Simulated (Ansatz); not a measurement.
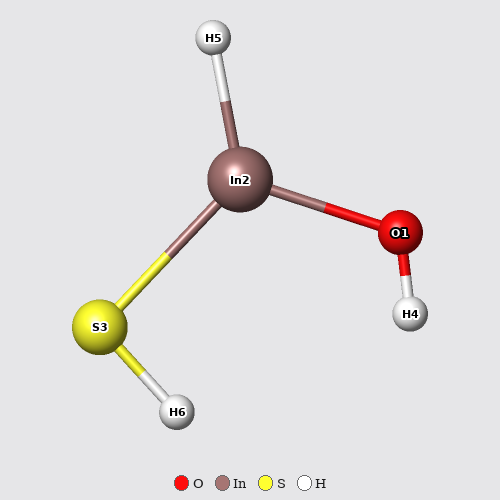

The system is H3InOS, SMILES [OH][InH][SH]; the picture shows the reference structure. First axis: dihedral O1–In2–S3–H6. Second axis: dihedral H4–O1–In2–S3. Nothing is relaxed (all other coordinates rigid). The grid has 18 × 18 points; 164 points were computed and 160 follow by symmetry. Points are written as (first, second). Energies are in eV, from the lowest grid point. Level of theory: RKS CAM-B3LYP-D4/def2-SVP (Ansatz).

Its coordinates:

```yaml
atoms:
  - { symbol: O, position_ang: [-1.0366, -1.2688, -0.4952] }
  - { symbol: In, position_ang: [0.2771, 0.1927, -0.7973] }
  - { symbol: S, position_ang: [1.0294, 1.3196, 1.1862] }
  - { symbol: H, position_ang: [-1.2772, -1.4185, 0.4269] }
  - { symbol: H, position_ang: [0.7700, 0.5433, -2.3860] }
  - { symbol: H, position_ang: [0.2793, 0.5678, 2.0191] }
```

Range: dihedral O1–In2–S3–H6 from −180 to 160°; dihedral H4–O1–In2–S3 from −180 to 160°.

### Predict the map.

The lowest grid point is at (−180°, 0°). Higher local minima lie near (0°, 0°) (0.0029 eV above the lowest at that grid point); (0°, −180°) (0.023 eV above the lowest at that grid point); (−180°, −180°) (0.061 eV above the lowest at that grid point). The highest grid point, (−100°, 100°), lies 0.384 eV above the lowest. On the interpolated surface the easiest way out of the lowest well to the well at (−180°, −180°) passes a barrier of about 0.16 eV. Round the minimum the two coordinates are weakly coupled (coupling −0.11 in units of the two stiffnesses).

| dihedral H4–O1–In2–S3 ↓, dihedral O1–In2–S3–H6 → | −180 | −140 | −100 | −60 | −20 | 20 | 60 | 100 | 140 |
| --- | --- | --- | --- | --- | --- | --- | --- | --- | --- |
| 160 | 0.074 | 0.154 | 0.250 | 0.189 | 0.058 | 0.062 | 0.195 | 0.244 | 0.141 |
| 120 | 0.143 | 0.239 | 0.354 | 0.284 | 0.136 | 0.138 | 0.286 | 0.339 | 0.218 |
| 80 | 0.151 | 0.240 | 0.370 | 0.315 | 0.163 | 0.152 | 0.295 | 0.357 | 0.239 |
| 40 | 0.059 | 0.127 | 0.241 | 0.209 | 0.084 | 0.069 | 0.182 | 0.235 | 0.139 |
| 0 | 0.000 | 0.064 | 0.155 | 0.123 | 0.022 | 0.022 | 0.123 | 0.155 | 0.064 |
| −40 | 0.059 | 0.139 | 0.235 | 0.182 | 0.069 | 0.084 | 0.209 | 0.241 | 0.127 |
| −80 | 0.151 | 0.239 | 0.357 | 0.295 | 0.152 | 0.163 | 0.315 | 0.370 | 0.240 |
| −120 | 0.143 | 0.218 | 0.339 | 0.286 | 0.138 | 0.136 | 0.284 | 0.354 | 0.239 |
| −160 | 0.074 | 0.141 | 0.244 | 0.195 | 0.062 | 0.058 | 0.189 | 0.250 | 0.154 |

The table holds every second grid line.

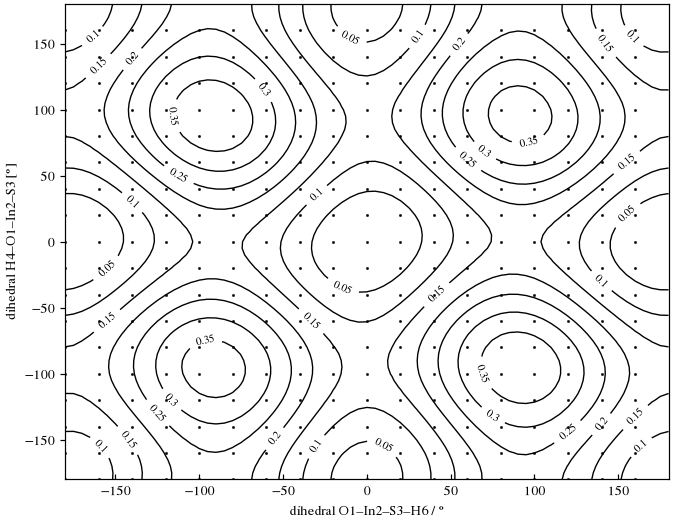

The picture shows contour lines labelled in eV, dots at the grid points. Between grid points the surface is interpolated.

Each point was launched as `ansatz run input.yaml --threads 1 --pin off --max-ram 2560MiB --backend cpu --events-out ev --progress --plain --runs-dir out`. Time for the 164 points that were run: 8.5 min on 1 thread of Arm Neoverse V2, on a shared host.
